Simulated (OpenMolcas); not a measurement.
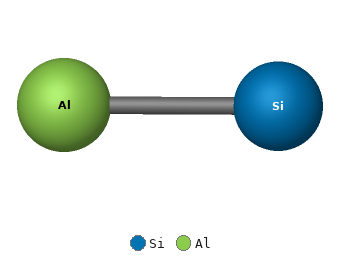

*The molecule at the reference distance of 2.444 Å.*

Relativistic diatomic calculation for SiAl⁺ (part 1 of 2)

SiAl⁺. Computed at this level: SA-CASSCF(6,8)/XMS-CASPT2 + RASSI spin-orbit (X2C scalar, AMFI), ANO-RCC-VTZP (OpenMolcas).

The input:
```
&GATEWAY
Coord
2
angstrom
Si 0.0 0.0 0.0
Al 0.0 0.0 2.4440
Basis=ANO-RCC-VTZP
Group=XY
RX2C
AMFI
ANGMom
0.0 0.0 0.0
RICD
&SEWARD
&GUESSORB
&RASSCF
FileOrb=$CurrDir/o32.orb
Symmetry=2
Spin=3
nActEl=6 0 0
Inactive=6 4
RAS2=4 4
CIRoot=4 4 1
Linear
Iterations=120 100
OrbListing=Nothing
PRWF=0.15
>>COPY $Project.RasOrb $CurrDir/o32.orb
>>COPY $Project.rasscf.h5 $CurrDir/r32.h5
&CASPT2
XMultistate=all
Imaginary=0.2
IPEA=0.25
MaxIter=40
>>COPY $Project.JobMix JOB001
&RASSCF
FileOrb=$CurrDir/o31.orb
Symmetry=1
Spin=3
nActEl=6 0 0
Inactive=6 4
RAS2=4 4
CIRoot=7 7 1
Linear
Iterations=120 100
OrbListing=Nothing
PRWF=0.15
>>COPY $Project.RasOrb $CurrDir/o31.orb
>>COPY $Project.rasscf.h5 $CurrDir/r31.h5
&CASPT2
XMultistate=all
Imaginary=0.2
IPEA=0.25
MaxIter=40
>>COPY $Project.JobMix JOB002
&RASSCF
FileOrb=$CurrDir/o12.orb
Symmetry=2
Spin=1
nActEl=6 0 0
Inactive=6 4
RAS2=4 4
CIRoot=2 2 1
Linear
Iterations=120 100
OrbListing=Nothing
PRWF=0.15
>>COPY $Project.RasOrb $CurrDir/o12.orb
>>COPY $Project.rasscf.h5 $CurrDir/r12.h5
&CASPT2
XMultistate=all
Imaginary=0.2
IPEA=0.25
MaxIter=40
>>COPY $Project.JobMix JOB003
&RASSCF
FileOrb=$CurrDir/o11.orb
Symmetry=1
Spin=1
nActEl=6 0 0
Inactive=6 4
RAS2=4 4
CIRoot=7 7 1
Linear
Iterations=120 100
OrbListing=Nothing
PRWF=0.15
>>COPY $Project.RasOrb $CurrDir/o11.orb
>>COPY $Project.rasscf.h5 $CurrDir/r11.h5
&CASPT2
XMultistate=all
Imaginary=0.2
IPEA=0.25
MaxIter=40
>>COPY $Project.JobMix JOB004
&RASSCF
FileOrb=$CurrDir/o51.orb
Symmetry=1
Spin=5
nActEl=6 0 0
Inactive=6 4
RAS2=4 4
CIRoot=1 1 1
Linear
Iterations=120 100
OrbListing=Nothing
PRWF=0.15
>>COPY $Project.RasOrb $CurrDir/o51.orb
>>COPY $Project.rasscf.h5 $CurrDir/r51.h5
&CASPT2
XMultistate=all
Imaginary=0.2
IPEA=0.25
MaxIter=40
>>COPY $Project.JobMix JOB005
&RASSI
Nr of JobIphs=5 4 7 2 7 1
1 2 3 4
1 2 3 4 5 6 7
1 2
1 2 3 4 5 6 7
1
SpinOrbit
EJob
Omega
MEES
MESO
Properties=4
'AngMom' 3 'Mltpl  1' 1 'Mltpl  1' 2 'Mltpl  1' 3
Thrs=1.0d-4
>>COPY $Project.rassi.h5 $CurrDir/so.h5
```

The first orbital files come from an earlier step.

Hardware: 1 CPU thread, shared host.

Command:
```bash
pymolcas m.inp (one call a module block, same work directory)
```

The program's output (extracts):
```
++    Wave function specifications:
      Number of closed shell electrons          20
      Number of electrons in active shells       6
      Number of inactive orbitals               10
      Number of active orbitals                  8
      Number of secondary orbitals              50
      Spin quantum number                      1.0
      State symmetry                             2
++    Orbital specifications:
      Symmetry species                           1   2
                                                 a   b
      Frozen orbitals                            0   0
      Inactive orbitals                          6   4
      Active orbitals                            4   4
      RAS2 orbitals                              4   4
      Secondary orbitals                        26  24
      Number of basis functions                 36  32
      printout of CI-coefficients larger than  0.15 for root  1
      energy=    -531.623573
      conf/sym  1111 2222     Coeff  Weight
            33  022u u000  -0.93002 0.86494
      printout of CI-coefficients larger than  0.15 for root  2
      energy=    -531.623573
      conf/sym  1111 2222     Coeff  Weight
            35  022u 00u0   0.93002 0.86494
      printout of CI-coefficients larger than  0.15 for root  3
      energy=    -531.520449
      conf/sym  1111 2222     Coeff  Weight
            33  022u u000  -0.15614 0.02438
            36  022u 000u   0.63137 0.39862
            65  02u2 u000   0.67138 0.45075
           200  02u0 u020   0.18306 0.03351
      printout of CI-coefficients larger than  0.15 for root  4
      energy=    -531.520449
      conf/sym  1111 2222     Coeff  Weight
            34  022u 0u00   0.63137 0.39862
            35  022u 00u0   0.15614 0.02438
            67  02u2 00u0  -0.67138 0.45075
           195  02u0 20u0   0.18306 0.03351
      Natural orbitals and occupation numbers for root  1
      sym 1:   0.029860   1.960785   1.887832   1.001796
      sym 2:   0.986456   0.035873   0.046142   0.051256
      Natural orbitals and occupation numbers for root  2
      sym 1:   0.029860   1.960785   1.887832   1.001796
      sym 2:   0.046142   0.051256   0.986456   0.035873
      Natural orbitals and occupation numbers for root  3
      sym 1:   0.033860   1.958288   1.529067   1.292312
      sym 2:   0.656037   0.029646   0.112721   0.388068
      Natural orbitals and occupation numbers for root  4
      sym 1:   0.033860   1.958288   1.529067   1.292312
      sym 2:   0.112721   0.388069   0.656037   0.029646
      RASSCF energy for state  4                   -531.52044930
::    RASSCF root number  1 Total energy:   -531.62357295
::    RASSCF root number  2 Total energy:   -531.62357295
::    RASSCF root number  3 Total energy:   -531.52044931
::    RASSCF root number  4 Total energy:   -531.52044930
      Von Neumann Entropy (Root   1) =  1.56468
++    Wave function specifications:
      Number of closed shell electrons          12
      Number of electrons in active shells       6
      Number of inactive orbitals                6
      Number of active orbitals                  8
      Number of secondary orbitals              50
      Spin quantum number                      1.0
      State symmetry                             2
      Number of CSFs                           768
      Number of CASSCF root(s) available         4
      CASPT2 state passed to geometry opt.       4
      A file JOBMIX will be created
      This is a MULTI-STATE CASSCF reference
      Number of CI roots used                    4
      These are:                                 1   2   3   4
      Off-diagonal elements of Heff are computed
  FINAL CASPT2 RESULT:
      Reference energy:        -531.6235729549
      E2 (Non-variational):      -0.2577562190
      Shift correction:          -0.0018748472
      E2 (Variational):          -0.2596310662
      Total energy:            -531.8832040212
      Reference weight:           0.94170
  FINAL CASPT2 RESULT:
      Reference energy:        -531.6235729456
      E2 (Non-variational):      -0.2577562184
      Shift correction:          -0.0018748467
      E2 (Variational):          -0.2596310651
      Total energy:            -531.8832040107
      Reference weight:           0.94170
  FINAL CASPT2 RESULT:
      Reference energy:        -531.5204493058
      E2 (Non-variational):      -0.2542057307
      Shift correction:          -0.0021284273
      E2 (Variational):          -0.2563341580
      Total energy:            -531.7767834638
      Reference weight:           0.94188
  FINAL CASPT2 RESULT:
      Reference energy:        -531.5204493008
      E2 (Non-variational):      -0.2542057371
      Shift correction:          -0.0021284289
      E2 (Variational):          -0.2563341660
      Total energy:            -531.7767834668
      Reference weight:           0.94188
       Total XMS-CASPT2 energies:
::    XMS-CASPT2 Root  1     Total energy:   -531.88361377
::    XMS-CASPT2 Root  2     Total energy:   -531.88361376
::    XMS-CASPT2 Root  3     Total energy:   -531.77637372
::    XMS-CASPT2 Root  4     Total energy:   -531.77637372
++    Wave function specifications:
      Number of closed shell electrons          20
      Number of electrons in active shells       6
      Number of inactive orbitals               10
      Number of active orbitals                  8
      Number of secondary orbitals              50
      Spin quantum number                      1.0
      State symmetry                             1
      printout of CI-coefficients larger than  0.15 for root  1
      energy=    -531.628852
      conf/sym  1111 2222     Coeff  Weight
            38  0220 u0u0  -0.91498 0.83719
            68  02ud u0u0  -0.15412 0.02375
           104  0202 u0u0   0.17681 0.03126
      printout of CI-coefficients larger than  0.15 for root  2
      energy=    -531.533841
      conf/sym  1111 2222     Coeff  Weight
            37  0220 uu00   0.52490 0.27552
            42  0220 00uu  -0.52485 0.27547
           243  02uu d0u0   0.32727 0.10711
           245  02uu u0d0   0.46289 0.21426
      printout of CI-coefficients larger than  0.15 for root  3
      energy=    -531.533841
      conf/sym  1111 2222     Coeff  Weight
            39  0220 0uu0   0.52490 0.27552
            40  0220 u00u  -0.52485 0.27547
           239  02uu 2000   0.40085 0.16068
           247  02uu 0020  -0.40087 0.16069
      printout of CI-coefficients larger than  0.15 for root  4
      energy=    -531.530645
      conf/sym  1111 2222     Coeff  Weight
            37  0220 uu00   0.41494 0.17217
            41  0220 0u0u  -0.17757 0.03153
            42  0220 00uu   0.41500 0.17222
            68  02ud u0u0  -0.35863 0.12862
           243  02uu d0u0  -0.50028 0.25028
           245  02uu u0d0   0.35371 0.12511
      printout of CI-coefficients larger than  0.15 for root  5
      energy=    -531.528225
      conf/sym  1111 2222     Coeff  Weight
            39  0220 0uu0   0.56083 0.31453
            40  0220 u00u   0.56086 0.31457
           239  02uu 2000  -0.34744 0.12071
           247  02uu 0020  -0.34740 0.12068
      printout of CI-coefficients larger than  0.15 for root  6
      energy=    -531.499437
      conf/sym  1111 2222     Coeff  Weight
            37  0220 uu00  -0.39914 0.15931
            42  0220 00uu   0.39911 0.15929
           243  02uu d0u0   0.42291 0.17886
           245  02uu u0d0   0.59814 0.35777
      printout of CI-coefficients larger than  0.15 for root  7
      energy=    -531.499437
      conf/sym  1111 2222     Coeff  Weight
            39  0220 0uu0   0.39915 0.15932
            40  0220 u00u  -0.39910 0.15928
           239  02uu 2000  -0.51794 0.26827
           247  02uu 0020   0.51803 0.26835
      Natural orbitals and occupation numbers for root  1
      sym 1:   0.021785   1.962542   1.830822   0.133940
      sym 2:   0.977511   0.047944   0.977511   0.047944
      Natural orbitals and occupation numbers for root  2
      sym 1:   0.019021   1.954868   1.521022   0.464965
      sym 2:   0.669658   0.350452   0.669610   0.350403
      Natural orbitals and occupation numbers for root  3
      sym 1:   0.019021   1.954868   1.521022   0.464965
      sym 2:   0.669587   0.350458   0.669680   0.350398
      Natural orbitals and occupation numbers for root  4
      sym 1:   0.028114   1.941489   1.389888   0.599733
      sym 2:   0.772338   0.247997   0.772391   0.248050
      Natural orbitals and occupation numbers for root  5
      sym 1:   0.018910   1.949148   1.588536   0.391667
      sym 2:   0.634628   0.391268   0.634525   0.391318
      Natural orbitals and occupation numbers for root  6
      sym 1:   0.031107   1.943823   1.318707   0.669718
      sym 2:   0.778480   0.239867   0.778455   0.239844
      Natural orbitals and occupation numbers for root  7
      sym 1:   0.031107   1.943822   1.318703   0.669722
      sym 2:   0.778349   0.239890   0.778577   0.239829
      RASSCF energy for state  7                   -531.49943659
::    RASSCF root number  1 Total energy:   -531.62885228
::    RASSCF root number  2 Total energy:   -531.53384117
::    RASSCF root number  3 Total energy:   -531.53384117
::    RASSCF root number  4 Total energy:   -531.53064456
::    RASSCF root number  5 Total energy:   -531.52822543
::    RASSCF root number  6 Total energy:   -531.49943659
::    RASSCF root number  7 Total energy:   -531.49943659
      Von Neumann Entropy (Root   1) =  1.74337
++    Wave function specifications:
      Number of closed shell electrons          12
      Number of electrons in active shells       6
      Number of inactive orbitals                6
      Number of active orbitals                  8
      Number of secondary orbitals              50
      Spin quantum number                      1.0
      State symmetry                             1
      Number of CSFs                           744
      Number of CASSCF root(s) available         7
      CASPT2 state passed to geometry opt.       7
      A file JOBMIX will be created
      This is a MULTI-STATE CASSCF reference
      Number of CI roots used                    7
      These are:                                 1   2   3   4   5   6   7
      Off-diagonal elements of Heff are computed
  FINAL CASPT2 RESULT:
      Reference energy:        -531.6288522783
      E2 (Non-variational):      -0.2550277061
      Shift correction:          -0.0017202961
      E2 (Variational):          -0.2567480022
      Total energy:            -531.8856002804
      Reference weight:           0.94301
  FINAL CASPT2 RESULT:
      Reference energy:        -531.5338411667
      E2 (Non-variational):      -0.2555296357
      Shift correction:          -0.0021426782
      E2 (Variational):          -0.2576723139
      Total energy:            -531.7915134806
      Reference weight:           0.94031
  FINAL CASPT2 RESULT:
      Reference energy:        -531.5338411667
      E2 (Non-variational):      -0.2554438394
      Shift correction:          -0.0021401250
      E2 (Variational):          -0.2575839644
      Total energy:            -531.7914251311
      Reference weight:           0.94045
  FINAL CASPT2 RESULT:
      Reference energy:        -531.5306445613
      E2 (Non-variational):      -0.2539414122
      Shift correction:          -0.0023437505
      E2 (Variational):          -0.2562851627
      Total energy:            -531.7869297240
      Reference weight:           0.94018
  FINAL CASPT2 RESULT:
      Reference energy:        -531.5282254329
      E2 (Non-variational):      -0.2511695140
      Shift correction:          -0.0020711625
      E2 (Variational):          -0.2532406765
      Total energy:            -531.7814661094
      Reference weight:           0.94305
  FINAL CASPT2 RESULT:
      Reference energy:        -531.4994365950
      E2 (Non-variational):      -0.2557199390
      Shift correction:          -0.0024725901
      E2 (Variational):          -0.2581925291
      Total energy:            -531.7576291241
      Reference weight:           0.93676
  FINAL CASPT2 RESULT:
      Reference energy:        -531.4994365947
      E2 (Non-variational):      -0.2559890706
      Shift correction:          -0.0024896859
      E2 (Variational):          -0.2584787565
      Total energy:            -531.7579153512
      Reference weight:           0.93642
       Total XMS-CASPT2 energies:
::    XMS-CASPT2 Root  1     Total energy:   -531.88635025
::    XMS-CASPT2 Root  2     Total energy:   -531.78835371
::    XMS-CASPT2 Root  3     Total energy:   -531.78833929
::    XMS-CASPT2 Root  4     Total energy:   -531.78617975
::    XMS-CASPT2 Root  5     Total energy:   -531.78146611
::    XMS-CASPT2 Root  6     Total energy:   -531.76098686
::    XMS-CASPT2 Root  7     Total energy:   -531.76080323
++    Wave function specifications:
      Number of closed shell electrons          20
      Number of electrons in active shells       6
      Number of inactive orbitals               10
      Number of active orbitals                  8
      Number of secondary orbitals              50
      Spin quantum number                      0.0
      State symmetry                             2
      printout of CI-coefficients larger than  0.15 for root  1
      energy=    -531.610813
      conf/sym  1111 2222     Coeff  Weight
            33  022u d000   0.95727 0.91637
      printout of CI-coefficients larger than  0.15 for root  2
      energy=    -531.610813
      conf/sym  1111 2222     Coeff  Weight
            35  022u 00d0  -0.95727 0.91637
      Natural orbitals and occupation numbers for root  1
      sym 1:   0.042699   1.959619   1.907829   0.996655
      sym 2:   0.997059   0.022556   0.047866   0.025716
      Natural orbitals and occupation numbers for root  2
      sym 1:   0.042699   1.959619   1.907830   0.996656
      sym 2:   0.047866   0.025715   0.997059   0.022557
      RASSCF energy for state  2                   -531.61081268
::    RASSCF root number  1 Total energy:   -531.61081277
::    RASSCF root number  2 Total energy:   -531.61081268
      Von Neumann Entropy (Root   1) =  1.49624
++    Wave function specifications:
      Number of closed shell electrons          12
      Number of electrons in active shells       6
      Number of inactive orbitals                6
      Number of active orbitals                  8
      Number of secondary orbitals              50
      Spin quantum number                      0.0
      State symmetry                             2
      Number of CSFs                           576
      Number of CASSCF root(s) available         2
      CASPT2 state passed to geometry opt.       2
      A file JOBMIX will be created
      This is a MULTI-STATE CASSCF reference
      Number of CI roots used                    2
      These are:                                 1   2
      Off-diagonal elements of Heff are computed
  FINAL CASPT2 RESULT:
      Reference energy:        -531.6108127675
      E2 (Non-variational):      -0.2526613262
      Shift correction:          -0.0015747137
      E2 (Variational):          -0.2542360399
      Total energy:            -531.8650488074
      Reference weight:           0.94535
  FINAL CASPT2 RESULT:
      Reference energy:        -531.6108126778
      E2 (Non-variational):      -0.2526613946
      Shift correction:          -0.0015747160
      E2 (Variational):          -0.2542361105
      Total energy:            -531.8650487883
      Reference weight:           0.94535
       Total XMS-CASPT2 energies:
::    XMS-CASPT2 Root  1     Total energy:   -531.86504881
::    XMS-CASPT2 Root  2     Total energy:   -531.86504879
++    Wave function specifications:
      Number of closed shell electrons          20
      Number of electrons in active shells       6
      Number of inactive orbitals               10
      Number of active orbitals                  8
      Number of secondary orbitals              50
   SPIN-FREE ENERGIES:
  (Shifted by EMIN (a.u.) =       -531.8863502548)
 SF State       Relative EMIN(au)   Rel lowest level(eV)    D:o, cm**(-1)      Abs_M
     5             0.0000000000        0.0000000000              0.0000         0.0
     1             0.0027364855        0.0744635635            600.5891         1.0
     2             0.0027364932        0.0744637740            600.5908         1.0
    12             0.0213014474        0.5796419127           4675.1273         1.0
    13             0.0213014665        0.5796424313           4675.1315         1.0
    14             0.0222799207        0.6062675287           4889.8774         2.0
    15             0.0224347656        0.6104810719           4923.8619         2.0
    16             0.0297707625        0.8101037174           6533.9271         0.0
    17             0.0495787160        1.3491055895          10881.2704         0.0
    21             0.0685195690        1.8645124569          15038.3071         0.0
    18             0.0927428322        2.5236610289          20354.6989         0.0
     6             0.0979965478        2.6666219123          21507.7562         2.0
     7             0.0980109612        2.6670141205          21510.9196         2.0
     8             0.1001705052        2.7257783063          21984.8847         0.0
     9             0.1048841457        2.8540429998          23019.4092         0.0
     4             0.1099765390        2.9926140794          24137.0603         1.0
     3             0.1099765390        2.9926140794          24137.0603         1.0
    10             0.1253633956        3.4113117781          27514.0850         2.0
    11             0.1255470273        3.4163086525          27554.3875         2.0
    19             0.1261440253        3.4325537941          27685.4134         2.0
    20             0.1265790883        3.4443924622          27780.8987         2.0
```

(Continued in part 2.) Outcome of the run: converged; components of a degenerate state are split by 95 cm⁻¹.
